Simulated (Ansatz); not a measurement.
The calculation's input:

```
crystal:
  periodic: [false, false, false]
  atoms:
    - {symbol: Ge, position_ang: [-1.315042, 0.473859, 1.195319]}
    - {symbol: C, position_ang: [0.652901, -0.679300, -0.519326]}
    - {symbol: H, position_ang: [-0.097402, 0.107470, -0.702861]}
    - {symbol: H, position_ang: [-1.809139, 1.345385, -0.048368]}
    - {symbol: H, position_ang: [-0.166238, 1.533159, 1.509031]}
    - {symbol: H, position_ang: [1.541571, -0.371589, -1.071156]}
    - {symbol: H, position_ang: [0.273224, -1.626642, -0.895762]}
    - {symbol: H, position_ang: [0.920225, -0.782444, 0.533124]}
basis:
  gaussian: {orbitals: def2-TZVPP}
hamiltonian: {xc: pbe0, dispersion: d4}
output: {orbitals: {seedname: orbitals}}
```

Run with:

```sh
ansatz run in.yaml --threads 2 --pin off --events-out ev --progress --plain --max-ram 4352MiB
```

The product side of a reaction path; geometry: PBE0-D4/def2-TZVP.

Level of theory: Ansatz 0.2.0, RKS PBE0-D4/def2-TZVPP.

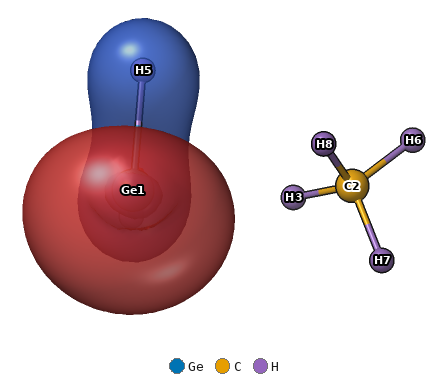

GeH₂···CH₄. The HOMO at ±0.15 Å⁻³ᐟ² (red and blue are the two phases), seen at a tilt.

Q: Where does this orbital lie, and at what energy?

A: Its weight (Hirshfeld) is mainly on Ge1 (about 75 %), H5 (about 10 %) and H4 (about 10 %). Its energy is −6.62 eV.
